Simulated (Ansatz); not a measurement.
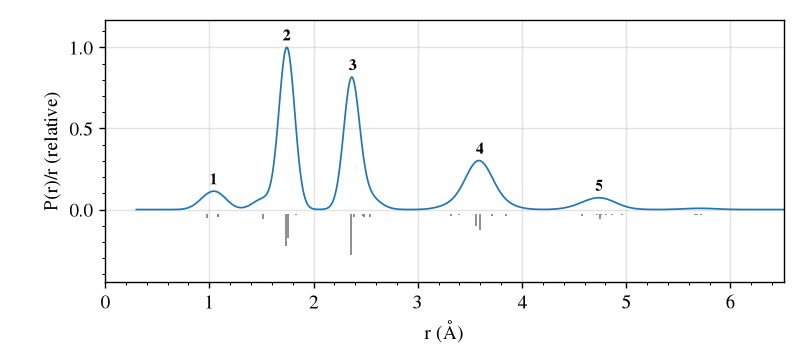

Simulated gas electron diffraction: radial distribution curve of CH₄OSi₂. Each pair of atoms contributes with weight ZᵢZⱼ/r (bars below the curve); damping constant 0.0015 Å²; vibrational amplitudes assumed, not computed: 0.05 Å for bonds, 0.078 Å for bonds to H, 0.06 + 0.015 r up to 0.15 Å for other pairs. The geometry is the end point of an optimisation (RKS B3LYP-D4/6-31G in Ansatz 0.2.0); it may be a saddle point or a higher isomer. SMILES: C=[Si]=[SiH]O.

Q: Read the positions of the numbered peaks and name the main pairs (– for bonds).

A: Peak 1, 1.04 Å: O–H 0.97 Å, C–H 1.09 Å (×2), not resolved
Peak 2, 1.74 Å: Si–O 1.73 Å, Si–C 1.76 Å
Peak 3, 2.37 Å: Si–Si 2.36 Å, Si···H 2.39–2.54 Å (×3), not resolved
Peak 4, 3.59 Å: Si···H 3.32–3.85 Å (×3), Si···C 3.56 Å, Si···O 3.60 Å, not resolved
Peak 5, 4.74 Å: Si···H 4.57 Å, C···H 4.72–4.75 Å (×2), O···C 4.75 Å, O···H 4.86 Å, not resolved
